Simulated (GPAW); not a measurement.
# GaAs (F-43m): G0W0 with GPAW, start to end, part 2 of 2

How does a plane-wave GW calculation on GaAs (F-43m) run from the first input to the gap?

GPAW 26.7.0; PBE and many-body steps on it, plane waves. Known limits of the many-body steps: not at the basis limit; no spin-orbit coupling; coarse k mesh.

So far. Step 3 (Bands along the symmetry lines): The gap is 0.587 eV, as in the run before at this level. Step 4 (Empty states on the mesh, 6×6×6 mesh, 681 bands): On this mesh the gap is 0.587 eV.

### 5. Screening and self-energy, 6×6×6 mesh, 312 bands, screening to 210 eV

G0W0 replaces the xc potential by the self-energy, built once from these orbitals. Only a window of levels is corrected, while the sums run over the empty bands that the input names.

This step: G0W0 on PBE, plane waves, PAW.

File run.py:

```python
import json
import numpy as np
from gpaw.mpi import world
from gpaw.response.g0w0 import G0W0

gw = G0W0('full.gpw',
    filename='gw',
    kpts=[0],
    bands=(2, 6),
    ecut=210,
    nbands=312,
    integrate_gamma='WS',
    ppa=True)
gw.calculate()
res = {mode: {k: v for k, v in r.items() if k != 'sigma_eskwn'}
       for mode, r in gw.all_results.items()}

if world.rank == 0:
    with open('result.json', 'w') as f:
        json.dump(res, f, default=lambda x: x.tolist())
```

Command:

```console
mpirun -n 4 gpaw python run.py
```

Numbers of over 12 decimals in the logs are rounded to 6 here.

What it wrote:

```text
Using integrator: PointIntegrator
FrequencyGridDescriptor(from 0.000+0.000j to 0.000+27.211j eV, 2 points)
Nonperiodic BCs:  [False False False]
Using integrator: PointIntegrator
FrequencyGridDescriptor(from 0.000+0.000j to 0.000+27.211j eV, 2 points)
Nonperiodic BCs:  [False False False]
  ___  _ _ _
 |   || | | |
 | | || | | |
 |__ ||_____|
 |___|

BZ k-points: Symmetries present (total): 24

  [... matrices ...]
216 k-points: 6 x 6 x 6 Monkhorst-Pack grid + [1/12,1/12,1/12]
16 k-points in the irreducible part of the Brillouin zone
       k-points in crystal coordinates                weights
   0:     0.00000000    0.00000000    0.00000000          1/216
   1:     0.16666667    0.16666667    0.00000000          6/216
   2:     0.16666667    0.16666667    0.16666667          8/216
   3:     0.33333333    0.16666667    0.16666667         12/216
   4:     0.33333333    0.33333333   -0.33333333         12/216
   5:     0.33333333    0.33333333    0.00000000          6/216
   6:     0.33333333    0.33333333    0.16666667         24/216
   7:     0.33333333    0.33333333    0.33333333          8/216
   8:     0.50000000    0.33333333   -0.33333333         24/216
   9:     0.50000000    0.33333333   -0.16666667         12/216
          ...
  15:     0.50000000    0.50000000    0.50000000          4/216

Distributing spins, k-points and bands (1 x 1 x 4) over 4 processes
Number of blocks: 1

Quasi particle states:
k-points (IBZ indices): [0]
Band range: (2, 6)
  [... matrices ...]
Computational parameters:
Plane wave cut-off: 210 eV
Number of bands: 312
Coulomb cutoff: None
Broadening: 0.1 eV

fxc modes: GW
Kernel: RPA
Using Godby-Needs plasmon-pole approximation:
  Fitting energy: i*E0, E0 = 1.000 Hartree
Summing all q:

Calculating screened Coulomb potential
No Coulomb truncation
FrequencyGridDescriptor(from 0.000+0.000j to 0.000+27.211j eV, 2 points)
Removing empty qpoint cache files...

Calculating chi0 body with:
    Ground state adapter containing:
    Number of spins: 1
    Number of kpoints: 216
    Number of irreducible kpoints: 16
    Number of completely occupied states: 4
    Number of partially occupied states: 4
    Occupied states memory: 0.48828125 M / cpu

    Linear response parametrization:
    q_c: [1.3877787807814457e-17, 1.3877787807814457e-17, 1.3877787807814457e-17]
    Number of frequency points: 2
    Planewave cutoff: 210.0
    Number of bands: 312
    Number of planewaves: 331
    Broadening (eta): 1e-06
    comm.size: 4
    kncomm.size: 4
    blockcomm.size: 1

    Memory estimate of potentially large arrays:
        chi0_wGG: 3.343536 M / cpu
Integrating chi0 body.

Symmetries of q_c:
    Direct symmetries (Uq -> q): 24
    Indirect symmetries (TUq -> q): 24
In total 48 allowed symmetries.

  [... matrices ...]
16 groups of equivalent kpoints. 92.592593% reduction.

Integral kind: response function
Integrating chi0 head and wings.

Symmetries of q_c:
    Direct symmetries (Uq -> q): 24
    Indirect symmetries (TUq -> q): 24
In total 48 allowed symmetries.

  [... matrices ...]
16 groups of equivalent kpoints. 92.592593% reduction.

Integral kind: response function wings

Calculating chi0 body with:
    Ground state adapter containing:
    Number of spins: 1
    Number of kpoints: 216
    Number of irreducible kpoints: 16
    Number of completely occupied states: 4
    Number of partially occupied states: 4
[... the further q-points ...]

Results:
f:      Occupation numbers
eps:     KS-eigenvalues [eV]
vxc:     KS vxc [eV]
exx:     Exact exchange [eV]
sigma:   Self-energies [eV]
dsigma:  Self-energy derivatives
Z:       Renormalization factors
qp:      QP-energies [eV]

k-point 0 (0): (0.000, 0.000, 0.000)                GW
band       f     eps     vxc     exx   sigma  dsigma       Z      qp
                                                                   GW
   2   1.000   4.921 -14.823 -16.231   0.720  -0.277   0.783   4.383
   3   1.000   4.921 -14.823 -16.231   0.720  -0.277   0.783   4.383
   4   0.000   5.508 -15.968 -12.075  -3.142  -0.261   0.793   6.103
   5   0.000   8.695 -12.103  -7.793  -4.089  -0.270   0.787   8.869
```

The job ended after 3.9 min (4 MPI ranks of Arm Neoverse V2, shared host; peak memory 1.3 GiB).

Numbers from this step:

| Quantity | Value |
| --- | --- |
| G0W0 gap on the points computed | 1.721 eV |
| least direct G0W0 gap on the computed points | 1.721 eV |
| Z at the valence top | 0.7830 |
| Z at the conduction bottom | 0.7927 |
| starting gap on the mesh | 0.5868 eV |
| k of the valence top | 0, 0, 0 |
| k of the conduction bottom | 0, 0, 0 |

The gap on the mesh goes from 0.59 eV to 1.72 eV, a correction of +1.13 eV.

Limits: finite bands, cutoff and mesh; no spin-orbit coupling; coarse k mesh. v1 is the top filled band, c1 the lowest empty one. Levels before and after the correction, in eV, zero at the valence-band top of each column:

```
           conduction bottom  valence top
Kohn-Sham               0.59         0.00
     G0W0               1.72         0.00
```

```
             level  energy (eV)
Kohn-Sham  Γ v2-v1        0.000
Kohn-Sham     Γ c1        0.587
Kohn-Sham     Γ c2        3.774
     G0W0  Γ v2-v1        0.000
     G0W0     Γ c1        1.721
     G0W0     Γ c2        4.487
```

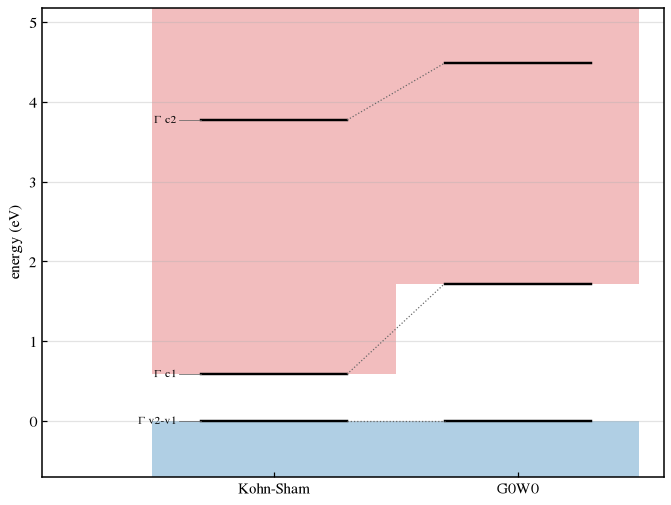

Levels before and after the correction. Shaded: valence and conduction bands.

### 6. Where the time went

Times are wall times on 4 MPI ranks of Arm Neoverse V2, shared host, good to a factor of about two.

```
                          step     time  share  memory (GiB)
                  ground state    3.2 s    1 %          0.58
bands along the symmetry lines    3.2 s    1 %          0.61
      empty states on the mesh    7.6 s    3 %             1
     screening and self-energy  3.9 min   94 %           1.3
```

### 7. Results

```yaml
pbe_gap: 0.59 eV, direct
g0w0_gap_on_the_mesh: 1.72 eV
gw_settings: 6×6×6 mesh, 312 bands, screening to 210 eV, Godby-Needs plasmon pole
known_limits: not at the basis limit; no spin-orbit coupling; coarse k mesh
```

What this shows: G0W0 moves the gap on the mesh from 0.59 eV to 1.72 eV (+1.13 eV), with Z of 0.78 and 0.79 at the edges. Only 1 of the mesh's irreducible points was corrected, so a valley elsewhere could overtake. The dearest step here is «screening and self-energy». Against experiment, by G0W0@PBE: the direct gap of 1.72 eV lies +0.21 eV from the measured 1.51 eV (exciton, 77 K, 2020); the direct gap of 1.72 eV lies +0.30 eV from the measured 1.418 ± 0.005 eV (direct, 300 K, 2008); the direct gap of 1.72 eV lies +0.30 eV from the measured 1.42 eV (direct, 300 K, 2004); the direct gap of 1.72 eV lies +0.31 eV from the measured 1.412 ± 0.01 eV (direct, 300 K, 2008). An exciton line or allowed optical edge lies below the quasiparticle gap by the binding energy; a forbidden edge can push the onset above it. The calculation has static nuclei and no excitons; a measured gap holds zero-point and thermal motion, which mostly lowers it. Bands and cutoff are finite, so the gap is not at the basis limit. The miss can reach some tenths of an eV and take either sign; the mesh is an error of its own. These stock PAW sets were not made for GW; the filled d or f shell of As and Ga lies in the frozen core, which bears on start and correction. In the G0W0 run levels were corrected at 1 k point alone, so a gap called «on the mesh» is the least over those, and an edge elsewhere would be missed. The 6×6×6 mesh is coarse for this cell, which bears on the long-range parts of exchange and screening. The many-body steps are scalar-relativistic: spin-orbit coupling is not in them.

[Paths, hosts, dates, memory and timing lines, banners, echoed tables and standing remarks are left out of the program output.]

[Logs are printed without paths, hosts, clocks, repeated set-up lines and the standing remarks that a program may print on its own settings, such as how far it seeks lower states.]

[Runs of the session that timed out or met a known fault of the program may be left out.]

[Hosts, paths, dates, database ids (printed as entryN), source tags and the programs' standing remarks are cut or masked in the printed files.]
